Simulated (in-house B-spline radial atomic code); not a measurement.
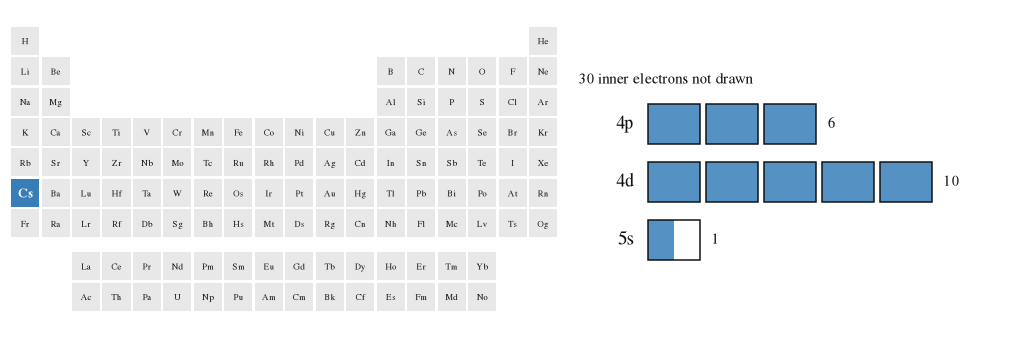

**Figure 1.** Left, the place of caesium in the periodic table; right, the outer shells as the input fills them: a box for each of the 2l + 1 orbitals, shaded by the share of the shell that is filled, with the electron count at the right.

# Run report: Cs⁸⁺, RPA and GW calculation

System: Cs⁸⁺, configuration [Kr] 4d10 5s1.
Method: RPA, second-order and SOSEX correlation energies and G0W0 (contour deformation) on a scalar-relativistic (spin-free one-electron X2C) mean field, all electrons, B-spline basis (in-house B-spline radial atomic code).

The input:
```
Z = 55
electrons = 47.0
configuration = [Kr] 4d10 5s1
hamiltonian = x2c
method = pbeh
lmax = 9
exact_exchange_fraction = 0.8
rms_radius = 4.8041
spin_polarised = True
box_radius = 7.7
intervals = 66
ion_configuration = [Kr] 4d10
```

Hardware: 1 CPU thread, shared host.

The run was one of a batch that the task file lists, launched with:
```bash
python <driver script> task.json out
```

The program writes its results to a structured record and prints no log; tables and figures of this report are taken from that record.

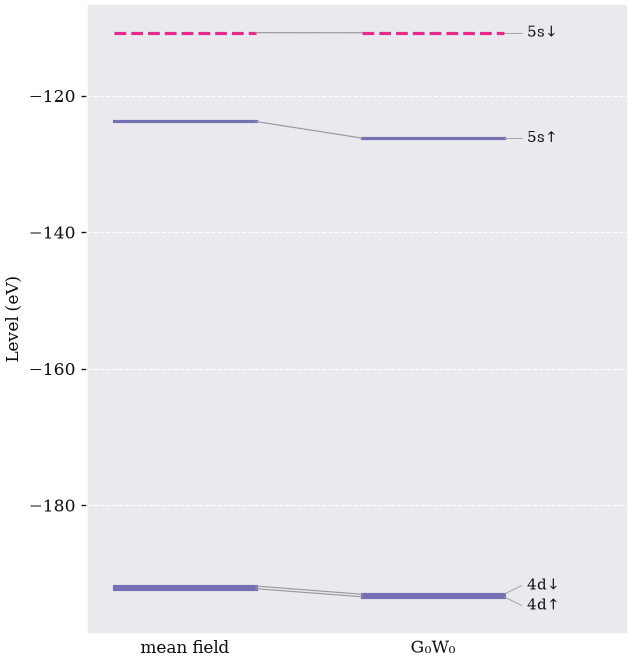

**Figure 2.** Mean-field and G₀W₀ levels (solid occupied, dashed empty) for Cs⁸⁺ ([Kr] 4d¹⁰ 5s). All-electron spherical atom, scalar X2C, PBE with 80 % exact exchange start, no spin-orbit coupling, Breit or QED terms; computed with a B-spline radial code. The quasi-particle equation is solved at full frequency; levels of low quasi-particle weight Z are left out. Σ columns are in eV, and Σc holds an estimate for the angular momenta beyond the basis. G₀W₀ moves the highest occupied level, 5s↑, from −123.78 to −126.22 eV (renormalisation factor Z = 0.98). The empty level 5s↓ goes from −110.77 to −110.79 eV.

| Level | Mean field (eV) | Σx − vxc (eV) | Σc (eV) | Z | G₀W₀ (eV) |
| --- | --- | --- | --- | --- | --- |
| 5s↓ | −110.77 | 2.71 | −2.73 | 0.98 | −110.79 |
| 5s↑ | −123.78 | −0.18 | −2.26 | 0.98 | −126.22 |
| 4d↓ | −191.85 | −1.15 | −0.06 | 0.97 | −193.05 |
| 4d↑ | −192.23 | −1.17 | −0.02 | 0.97 | −193.43 |

Summary:

| quantity | value |
| --- | --- |
| outcome | converged |
| mean-field total energy | −7770.41156 hartree |
| total energy with exact exchange alone | −7767.82686 hartree |
| exact exchange energy | −188.43444 hartree |
| RPA correlation, extrapolated in the angular momentum of the empty orbitals | −3.63059 hartree |
| RPA correlation, as summed | −3.56730 hartree |
| direct second-order term | −3.99446 hartree |
| second-order exchange term | 1.11046 hartree |
| SOSEX term | 1.05543 hartree |
| wall time | 10 s |

Remarks:

To bear in mind: spin-orbit coupling, Breit and QED terms are absent.
